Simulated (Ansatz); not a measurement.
**Run report: C3H10O3Si, molecular dynamics (part 2 of 4)**

C3H10O3Si; RKS PBE0-D4/STO-3G (Ansatz 0.2.0). It belongs to a series of runs on one base structure; here: dynamics from the start.

Geometry of the input (Å):
```
Si -0.2685  -0.0227  0.0290
O  0.1979  -0.4008  1.6311
C  -0.8466  -0.0400  2.5681
H  -1.8020  -0.5796  2.3963
H  -0.4954  -0.3063  3.5820
H  -1.0789  1.0460  2.5724
O  1.1469  -0.1535  -0.9023
C  1.9673  -1.2901  -0.5281
H  1.6020  -2.2456  -0.9589
H  2.9821  -1.1169  -0.9315
H  2.0598  -1.4287  0.5682
H  -0.7724  1.3180  -0.1625
O  -1.5613  -1.0242  -0.4464
C  -1.3032  -2.4304  -0.2082
H  -0.8179  -2.6377  0.7680
H  -2.2740  -2.9598  -0.2156
H  -0.6738  -2.8913  -0.9977
```

Log, continued
```
md step   132: t =    66.00 fs  T =   654.1 K  F+E_penalty+E_count = -17065.88532175 eV  E_kin = 1.437227 eV  (27 SCF iters, 3 dispersion substeps)
md step   133: t =    66.50 fs  T =   654.9 K  F+E_penalty+E_count = -17065.82684465 eV  E_kin = 1.439035 eV  (27 SCF iters, 3 dispersion substeps)
md step   134: t =    67.00 fs  T =   638.3 K  F+E_penalty+E_count = -17065.73413468 eV  E_kin = 1.402708 eV  (27 SCF iters, 3 dispersion substeps)
md step   135: t =    67.50 fs  T =   522.0 K  F+E_penalty+E_count = -17065.59497904 eV  E_kin = 1.147096 eV  (26 SCF iters, 3 dispersion substeps)
md step   136: t =    68.00 fs  T =   538.4 K  F+E_penalty+E_count = -17065.46549793 eV  E_kin = 1.183195 eV  (27 SCF iters, 3 dispersion substeps)
md step   137: t =    68.50 fs  T =   460.6 K  F+E_penalty+E_count = -17065.40787189 eV  E_kin = 1.012041 eV  (27 SCF iters, 3 dispersion substeps)
md step   138: t =    69.00 fs  T =   491.1 K  F+E_penalty+E_count = -17065.43013909 eV  E_kin = 1.079216 eV  (28 SCF iters, 3 dispersion substeps)
md step   139: t =    69.50 fs  T =   589.8 K  F+E_penalty+E_count = -17065.50731211 eV  E_kin = 1.296011 eV  (27 SCF iters, 3 dispersion substeps)
md step   140: t =    70.00 fs  T =   606.8 K  F+E_penalty+E_count = -17065.58261018 eV  E_kin = 1.333352 eV  (28 SCF iters, 3 dispersion substeps)
md step   141: t =    70.50 fs  T =   659.4 K  F+E_penalty+E_count = -17065.61662583 eV  E_kin = 1.448928 eV  (27 SCF iters, 3 dispersion substeps)
md step   142: t =    71.00 fs  T =   677.1 K  F+E_penalty+E_count = -17065.59697951 eV  E_kin = 1.487866 eV  (28 SCF iters, 3 dispersion substeps)
md step   143: t =    71.50 fs  T =   629.8 K  F+E_penalty+E_count = -17065.52470918 eV  E_kin = 1.383841 eV  (27 SCF iters, 3 dispersion substeps)
md step   144: t =    72.00 fs  T =   522.1 K  F+E_penalty+E_count = -17065.41623252 eV  E_kin = 1.147353 eV  (23 SCF iters, 3 dispersion substeps)
md step   145: t =    72.50 fs  T =   470.5 K  F+E_penalty+E_count = -17065.30899079 eV  E_kin = 1.033917 eV  (27 SCF iters, 3 dispersion substeps)
md step   146: t =    73.00 fs  T =   474.8 K  F+E_penalty+E_count = -17065.24608936 eV  E_kin = 1.043343 eV  (28 SCF iters, 3 dispersion substeps)
md step   147: t =    73.50 fs  T =   473.1 K  F+E_penalty+E_count = -17065.23734953 eV  E_kin = 1.039552 eV  (27 SCF iters, 3 dispersion substeps)
md step   148: t =    74.00 fs  T =   554.9 K  F+E_penalty+E_count = -17065.29827327 eV  E_kin = 1.219381 eV  (27 SCF iters, 3 dispersion substeps)
md step   149: t =    74.50 fs  T =   562.9 K  F+E_penalty+E_count = -17065.40205502 eV  E_kin = 1.237016 eV  (28 SCF iters, 3 dispersion substeps)
md step   150: t =    75.00 fs  T =   682.8 K  F+E_penalty+E_count = -17065.50481099 eV  E_kin = 1.500300 eV  (27 SCF iters, 3 dispersion substeps)
md step   151: t =    75.50 fs  T =   647.5 K  F+E_penalty+E_count = -17065.57861948 eV  E_kin = 1.422792 eV  (27 SCF iters, 3 dispersion substeps)
md step   152: t =    76.00 fs  T =   578.7 K  F+E_penalty+E_count = -17065.59467685 eV  E_kin = 1.271564 eV  (28 SCF iters, 3 dispersion substeps)
md step   153: t =    76.50 fs  T =   528.3 K  F+E_penalty+E_count = -17065.57526855 eV  E_kin = 1.160917 eV  (28 SCF iters, 3 dispersion substeps)
md step   154: t =    77.00 fs  T =   462.9 K  F+E_penalty+E_count = -17065.54473770 eV  E_kin = 1.017130 eV  (27 SCF iters, 3 dispersion substeps)
md step   155: t =    77.50 fs  T =   421.8 K  F+E_penalty+E_count = -17065.52046956 eV  E_kin = 0.926901 eV  (27 SCF iters, 3 dispersion substeps)
md step   156: t =    78.00 fs  T =   479.8 K  F+E_penalty+E_count = -17065.53755924 eV  E_kin = 1.054337 eV  (27 SCF iters, 3 dispersion substeps)
md step   157: t =    78.50 fs  T =   549.5 K  F+E_penalty+E_count = -17065.60662647 eV  E_kin = 1.207386 eV  (27 SCF iters, 3 dispersion substeps)
md step   158: t =    79.00 fs  T =   585.9 K  F+E_penalty+E_count = -17065.70481259 eV  E_kin = 1.287457 eV  (27 SCF iters, 3 dispersion substeps)
md step   159: t =    79.50 fs  T =   548.5 K  F+E_penalty+E_count = -17065.79334594 eV  E_kin = 1.205292 eV  (28 SCF iters, 3 dispersion substeps)
md step   160: t =    80.00 fs  T =   540.4 K  F+E_penalty+E_count = -17065.84610196 eV  E_kin = 1.187572 eV  (27 SCF iters, 3 dispersion substeps)
md step   161: t =    80.50 fs  T =   537.2 K  F+E_penalty+E_count = -17065.85471932 eV  E_kin = 1.180486 eV  (24 SCF iters, 3 dispersion substeps)
md step   162: t =    81.00 fs  T =   562.1 K  F+E_penalty+E_count = -17065.82383734 eV  E_kin = 1.235094 eV  (27 SCF iters, 3 dispersion substeps)
md step   163: t =    81.50 fs  T =   573.4 K  F+E_penalty+E_count = -17065.75645042 eV  E_kin = 1.260076 eV  (27 SCF iters, 3 dispersion substeps)
md step   164: t =    82.00 fs  T =   568.7 K  F+E_penalty+E_count = -17065.67074866 eV  E_kin = 1.249616 eV  (27 SCF iters, 3 dispersion substeps)
md step   165: t =    82.50 fs  T =   497.7 K  F+E_penalty+E_count = -17065.58841606 eV  E_kin = 1.093634 eV  (27 SCF iters, 3 dispersion substeps)
md step   166: t =    83.00 fs  T =   488.1 K  F+E_penalty+E_count = -17065.52629890 eV  E_kin = 1.072487 eV  (28 SCF iters, 3 dispersion substeps)
md step   167: t =    83.50 fs  T =   458.2 K  F+E_penalty+E_count = -17065.49532078 eV  E_kin = 1.006902 eV  (28 SCF iters, 3 dispersion substeps)
md step   168: t =    84.00 fs  T =   352.2 K  F+E_penalty+E_count = -17065.50468354 eV  E_kin = 0.773836 eV  (27 SCF iters, 3 dispersion substeps)
md step   169: t =    84.50 fs  T =   381.0 K  F+E_penalty+E_count = -17065.54620620 eV  E_kin = 0.837276 eV  (28 SCF iters, 3 dispersion substeps)
md step   170: t =    85.00 fs  T =   385.7 K  F+E_penalty+E_count = -17065.61752114 eV  E_kin = 0.847547 eV  (28 SCF iters, 3 dispersion substeps)
md step   171: t =    85.50 fs  T =   413.3 K  F+E_penalty+E_count = -17065.70086746 eV  E_kin = 0.908143 eV  (28 SCF iters, 3 dispersion substeps)
md step   172: t =    86.00 fs  T =   399.1 K  F+E_penalty+E_count = -17065.75897399 eV  E_kin = 0.877075 eV  (28 SCF iters, 3 dispersion substeps)
md step   173: t =    86.50 fs  T =   433.1 K  F+E_penalty+E_count = -17065.78717423 eV  E_kin = 0.951629 eV  (28 SCF iters, 3 dispersion substeps)
md step   174: t =    87.00 fs  T =   455.1 K  F+E_penalty+E_count = -17065.78960478 eV  E_kin = 1.000091 eV  (28 SCF iters, 3 dispersion substeps)
md step   175: t =    87.50 fs  T =   510.1 K  F+E_penalty+E_count = -17065.76141092 eV  E_kin = 1.120832 eV  (28 SCF iters, 3 dispersion substeps)
md step   176: t =    88.00 fs  T =   497.4 K  F+E_penalty+E_count = -17065.72854202 eV  E_kin = 1.092966 eV  (28 SCF iters, 3 dispersion substeps)
md step   177: t =    88.50 fs  T =   494.0 K  F+E_penalty+E_count = -17065.73878160 eV  E_kin = 1.085613 eV  (28 SCF iters, 3 dispersion substeps)
md step   178: t =    89.00 fs  T =   564.6 K  F+E_penalty+E_count = -17065.79131154 eV  E_kin = 1.240661 eV  (28 SCF iters, 3 dispersion substeps)
md step   179: t =    89.50 fs  T =   635.9 K  F+E_penalty+E_count = -17065.84051527 eV  E_kin = 1.397323 eV  (25 SCF iters, 3 dispersion substeps)
md step   180: t =    90.00 fs  T =   715.6 K  F+E_penalty+E_count = -17065.83862073 eV  E_kin = 1.572409 eV  (27 SCF iters, 3 dispersion substeps)
md step   181: t =    90.50 fs  T =   716.2 K  F+E_penalty+E_count = -17065.76446147 eV  E_kin = 1.573739 eV  (28 SCF iters, 3 dispersion substeps)
md step   182: t =    91.00 fs  T =   671.6 K  F+E_penalty+E_count = -17065.63502073 eV  E_kin = 1.475857 eV  (27 SCF iters, 3 dispersion substeps)
md step   183: t =    91.50 fs  T =   640.0 K  F+E_penalty+E_count = -17065.49134410 eV  E_kin = 1.406392 eV  (28 SCF iters, 3 dispersion substeps)
md step   184: t =    92.00 fs  T =   623.7 K  F+E_penalty+E_count = -17065.38007071 eV  E_kin = 1.370444 eV  (27 SCF iters, 3 dispersion substeps)
md step   185: t =    92.50 fs  T =   647.3 K  F+E_penalty+E_count = -17065.34155748 eV  E_kin = 1.422370 eV  (28 SCF iters, 3 dispersion substeps)
md step   186: t =    93.00 fs  T =   682.4 K  F+E_penalty+E_count = -17065.37394338 eV  E_kin = 1.499539 eV  (27 SCF iters, 3 dispersion substeps)
md step   187: t =    93.50 fs  T =   662.6 K  F+E_penalty+E_count = -17065.40683093 eV  E_kin = 1.456074 eV  (28 SCF iters, 3 dispersion substeps)
md step   188: t =    94.00 fs  T =   660.0 K  F+E_penalty+E_count = -17065.42092494 eV  E_kin = 1.450333 eV  (28 SCF iters, 3 dispersion substeps)
md step   189: t =    94.50 fs  T =   572.9 K  F+E_penalty+E_count = -17065.41385390 eV  E_kin = 1.258802 eV  (27 SCF iters, 3 dispersion substeps)
md step   190: t =    95.00 fs  T =   546.9 K  F+E_penalty+E_count = -17065.38798984 eV  E_kin = 1.201687 eV  (27 SCF iters, 3 dispersion substeps)
md step   191: t =    95.50 fs  T =   521.7 K  F+E_penalty+E_count = -17065.35505528 eV  E_kin = 1.146444 eV  (28 SCF iters, 3 dispersion substeps)
md step   192: t =    96.00 fs  T =   601.8 K  F+E_penalty+E_count = -17065.33644127 eV  E_kin = 1.322487 eV  (28 SCF iters, 3 dispersion substeps)
md step   193: t =    96.50 fs  T =   570.2 K  F+E_penalty+E_count = -17065.37212954 eV  E_kin = 1.252970 eV  (27 SCF iters, 3 dispersion substeps)
md step   194: t =    97.00 fs  T =   569.6 K  F+E_penalty+E_count = -17065.47958663 eV  E_kin = 1.251726 eV  (28 SCF iters, 3 dispersion substeps)
md step   195: t =    97.50 fs  T =   632.5 K  F+E_penalty+E_count = -17065.63368663 eV  E_kin = 1.389931 eV  (28 SCF iters, 3 dispersion substeps)
md step   196: t =    98.00 fs  T =   720.0 K  F+E_penalty+E_count = -17065.78267512 eV  E_kin = 1.582067 eV  (28 SCF iters, 3 dispersion substeps)
md step   197: t =    98.50 fs  T =   704.6 K  F+E_penalty+E_count = -17065.88182555 eV  E_kin = 1.548353 eV  (27 SCF iters, 3 dispersion substeps)
md step   198: t =    99.00 fs  T =   698.2 K  F+E_penalty+E_count = -17065.90989394 eV  E_kin = 1.534258 eV  (23 SCF iters, 3 dispersion substeps)
md step   199: t =    99.50 fs  T =   602.8 K  F+E_penalty+E_count = -17065.88476426 eV  E_kin = 1.324537 eV  (28 SCF iters, 3 dispersion substeps)
md step   200: t =   100.00 fs  T =   569.3 K  F+E_penalty+E_count = -17065.83062337 eV  E_kin = 1.250902 eV  (28 SCF iters, 3 dispersion substeps)
md step   201: t =   100.50 fs  T =   540.4 K  F+E_penalty+E_count = -17065.76144400 eV  E_kin = 1.187388 eV  (27 SCF iters, 3 dispersion substeps)
md step   202: t =   101.00 fs  T =   533.5 K  F+E_penalty+E_count = -17065.70111773 eV  E_kin = 1.172412 eV  (28 SCF iters, 3 dispersion substeps)
md step   203: t =   101.50 fs  T =   507.6 K  F+E_penalty+E_count = -17065.66477091 eV  E_kin = 1.115414 eV  (28 SCF iters, 3 dispersion substeps)
md step   204: t =   102.00 fs  T =   536.3 K  F+E_penalty+E_count = -17065.63821976 eV  E_kin = 1.178413 eV  (27 SCF iters, 3 dispersion substeps)
md step   205: t =   102.50 fs  T =   559.9 K  F+E_penalty+E_count = -17065.59819200 eV  E_kin = 1.230321 eV  (27 SCF iters, 3 dispersion substeps)
md step   206: t =   103.00 fs  T =   670.3 K  F+E_penalty+E_count = -17065.55794598 eV  E_kin = 1.472847 eV  (27 SCF iters, 3 dispersion substeps)
md step   207: t =   103.50 fs  T =   710.6 K  F+E_penalty+E_count = -17065.49526507 eV  E_kin = 1.561537 eV  (27 SCF iters, 3 dispersion substeps)
md step   208: t =   104.00 fs  T =   699.3 K  F+E_penalty+E_count = -17065.38227699 eV  E_kin = 1.536555 eV  (27 SCF iters, 3 dispersion substeps)
md step   209: t =   104.50 fs  T =   549.6 K  F+E_penalty+E_count = -17065.23111922 eV  E_kin = 1.207593 eV  (27 SCF iters, 3 dispersion substeps)
md step   210: t =   105.00 fs  T =   477.1 K  F+E_penalty+E_count = -17065.09053047 eV  E_kin = 1.048336 eV  (27 SCF iters, 3 dispersion substeps)
md step   211: t =   105.50 fs  T =   419.5 K  F+E_penalty+E_count = -17065.01794471 eV  E_kin = 0.921724 eV  (27 SCF iters, 3 dispersion substeps)
md step   212: t =   106.00 fs  T =   447.4 K  F+E_penalty+E_count = -17065.01169708 eV  E_kin = 0.983151 eV  (27 SCF iters, 3 dispersion substeps)
md step   213: t =   106.50 fs  T =   559.8 K  F+E_penalty+E_count = -17065.05946258 eV  E_kin = 1.230113 eV  (27 SCF iters, 3 dispersion substeps)
md step   214: t =   107.00 fs  T =   546.2 K  F+E_penalty+E_count = -17065.13986438 eV  E_kin = 1.200162 eV  (27 SCF iters, 3 dispersion substeps)
md step   215: t =   107.50 fs  T =   585.5 K  F+E_penalty+E_count = -17065.23965882 eV  E_kin = 1.286631 eV  (24 SCF iters, 3 dispersion substeps)
md step   216: t =   108.00 fs  T =   633.5 K  F+E_penalty+E_count = -17065.37098019 eV  E_kin = 1.392130 eV  (27 SCF iters, 3 dispersion substeps)
md step   217: t =   108.50 fs  T =   698.2 K  F+E_penalty+E_count = -17065.52546870 eV  E_kin = 1.534246 eV  (28 SCF iters, 3 dispersion substeps)
md step   218: t =   109.00 fs  T =   764.0 K  F+E_penalty+E_count = -17065.67560701 eV  E_kin = 1.678819 eV  (27 SCF iters, 3 dispersion substeps)
md step   219: t =   109.50 fs  T =   770.7 K  F+E_penalty+E_count = -17065.78738983 eV  E_kin = 1.693559 eV  (28 SCF iters, 3 dispersion substeps)
md step   220: t =   110.00 fs  T =   905.4 K  F+E_penalty+E_count = -17065.84840341 eV  E_kin = 1.989589 eV  (28 SCF iters, 3 dispersion substeps)
md step   221: t =   110.50 fs  T =   881.4 K  F+E_penalty+E_count = -17065.86280791 eV  E_kin = 1.936762 eV  (27 SCF iters, 3 dispersion substeps)
md step   222: t =   111.00 fs  T =   820.2 K  F+E_penalty+E_count = -17065.85033166 eV  E_kin = 1.802371 eV  (28 SCF iters, 3 dispersion substeps)
md step   223: t =   111.50 fs  T =   838.4 K  F+E_penalty+E_count = -17065.81933012 eV  E_kin = 1.842359 eV  (28 SCF iters, 3 dispersion substeps)
md step   224: t =   112.00 fs  T =   789.3 K  F+E_penalty+E_count = -17065.77576376 eV  E_kin = 1.734431 eV  (28 SCF iters, 3 dispersion substeps)
md step   225: t =   112.50 fs  T =   809.5 K  F+E_penalty+E_count = -17065.72091586 eV  E_kin = 1.778788 eV  (28 SCF iters, 3 dispersion substeps)
md step   226: t =   113.00 fs  T =   715.7 K  F+E_penalty+E_count = -17065.66244635 eV  E_kin = 1.572636 eV  (27 SCF iters, 3 dispersion substeps)
md step   227: t =   113.50 fs  T =   645.6 K  F+E_penalty+E_count = -17065.62218021 eV  E_kin = 1.418659 eV  (28 SCF iters, 3 dispersion substeps)
md step   228: t =   114.00 fs  T =   638.7 K  F+E_penalty+E_count = -17065.61054580 eV  E_kin = 1.403491 eV  (28 SCF iters, 3 dispersion substeps)
md step   229: t =   114.50 fs  T =   636.0 K  F+E_penalty+E_count = -17065.60210786 eV  E_kin = 1.397641 eV  (28 SCF iters, 3 dispersion substeps)
md step   230: t =   115.00 fs  T =   608.7 K  F+E_penalty+E_count = -17065.58493445 eV  E_kin = 1.337646 eV  (28 SCF iters, 3 dispersion substeps)
md step   231: t =   115.50 fs  T =   569.9 K  F+E_penalty+E_count = -17065.54832449 eV  E_kin = 1.252302 eV  (28 SCF iters, 3 dispersion substeps)
md step   232: t =   116.00 fs  T =   503.6 K  F+E_penalty+E_count = -17065.47555287 eV  E_kin = 1.106677 eV  (28 SCF iters, 3 dispersion substeps)
md step   233: t =   116.50 fs  T =   529.7 K  F+E_penalty+E_count = -17065.37805810 eV  E_kin = 1.163876 eV  (24 SCF iters, 3 dispersion substeps)
md step   234: t =   117.00 fs  T =   501.8 K  F+E_penalty+E_count = -17065.27573976 eV  E_kin = 1.102713 eV  (28 SCF iters, 3 dispersion substeps)
md step   235: t =   117.50 fs  T =   471.1 K  F+E_penalty+E_count = -17065.22493767 eV  E_kin = 1.035155 eV  (28 SCF iters, 3 dispersion substeps)
md step   236: t =   118.00 fs  T =   484.3 K  F+E_penalty+E_count = -17065.26567821 eV  E_kin = 1.064238 eV  (28 SCF iters, 3 dispersion substeps)
md step   237: t =   118.50 fs  T =   569.8 K  F+E_penalty+E_count = -17065.37970892 eV  E_kin = 1.252169 eV  (28 SCF iters, 3 dispersion substeps)
md step   238: t =   119.00 fs  T =   611.1 K  F+E_penalty+E_count = -17065.53292202 eV  E_kin = 1.342850 eV  (27 SCF iters, 3 dispersion substeps)
md step   239: t =   119.50 fs  T =   685.6 K  F+E_penalty+E_count = -17065.68530012 eV  E_kin = 1.506481 eV  (28 SCF iters, 3 dispersion substeps)
md step   240: t =   120.00 fs  T =   872.6 K  F+E_penalty+E_count = -17065.79929388 eV  E_kin = 1.917570 eV  (28 SCF iters, 3 dispersion substeps)
md step   241: t =   120.50 fs  T =   962.4 K  F+E_penalty+E_count = -17065.82573992 eV  E_kin = 2.114801 eV  (28 SCF iters, 3 dispersion substeps)
md step   242: t =   121.00 fs  T =   958.9 K  F+E_penalty+E_count = -17065.74376569 eV  E_kin = 2.107088 eV  (28 SCF iters, 3 dispersion substeps)
md step   243: t =   121.50 fs  T =   830.0 K  F+E_penalty+E_count = -17065.58761538 eV  E_kin = 1.823901 eV  (28 SCF iters, 3 dispersion substeps)
md step   244: t =   122.00 fs  T =   794.7 K  F+E_penalty+E_count = -17065.42046808 eV  E_kin = 1.746349 eV  (28 SCF iters, 3 dispersion substeps)
md step   245: t =   122.50 fs  T =   649.1 K  F+E_penalty+E_count = -17065.28240214 eV  E_kin = 1.426450 eV  (27 SCF iters, 3 dispersion substeps)
md step   246: t =   123.00 fs  T =   633.7 K  F+E_penalty+E_count = -17065.20698751 eV  E_kin = 1.392535 eV  (28 SCF iters, 3 dispersion substeps)
md step   247: t =   123.50 fs  T =   612.5 K  F+E_penalty+E_count = -17065.18457588 eV  E_kin = 1.345867 eV  (28 SCF iters, 3 dispersion substeps)
md step   248: t =   124.00 fs  T =   598.0 K  F+E_penalty+E_count = -17065.18464390 eV  E_kin = 1.314028 eV  (28 SCF iters, 3 dispersion substeps)
md step   249: t =   124.50 fs  T =   558.2 K  F+E_penalty+E_count = -17065.21751536 eV  E_kin = 1.226639 eV  (28 SCF iters, 3 dispersion substeps)
these checks for a lower state are left out or cut short: starts, cluster_reference, orbital_swaps, neighbouring_geometries, increment
741 factors; integrals over basis functions are off by at most 2.7e-5 eV
mean field -17064.95935382 eV, -627.1256892079 hartree, gradient 1.4e-5 eV, S^2 0.000000; 0 other end points of the search recorded, 0 dependent functions left out
the calculation of the forces begins
reference -17064.95937543 eV, -627.1256900021 hartree; 33, 33 occupied and 16, 16 virtual orbitals, 741 factors
741 factors; integrals over basis functions are off by at most 2.7e-5 eV
mean field evaluation 1984: about -17064.9594 eV, gradient 1.6e-3 eV
mean field -17064.95935382 eV, -627.1256892079 hartree, gradient 1.4e-5 eV, S^2 0.000000; 1 other end points of the search recorded, 0 dependent functions left out
the calculation of the forces begins
reference -17064.95937543 eV, -627.1256900021 hartree; 33, 33 occupied and 16, 16 virtual orbitals, 741 factors
md step   250: t =   125.00 fs  T =   667.6 K  F+E_penalty+E_count = -17065.28426454 eV  E_kin = 1.467079 eV  (24 SCF iters, 3 dispersion substeps)
```

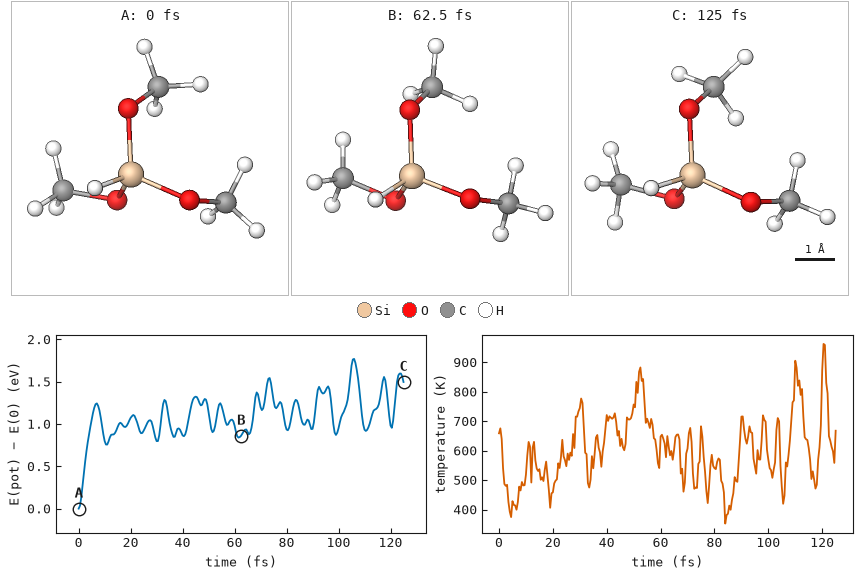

Frames of the molecular dynamics (ball-and-stick, seen at a tilt) above the curves, on which the letters mark them. The trajectory kept here has 251 frames over 125 fs. The temperature starts at 659 K, ranges from 352 to 962 K and averages 600 K over the second half. The potential energy ends 1.496 eV above its first value. After an unweighted best fit of the last frame on the first, the root-mean-square displacement is 0.61 Å, and H17 has moved furthest (1.32 Å).
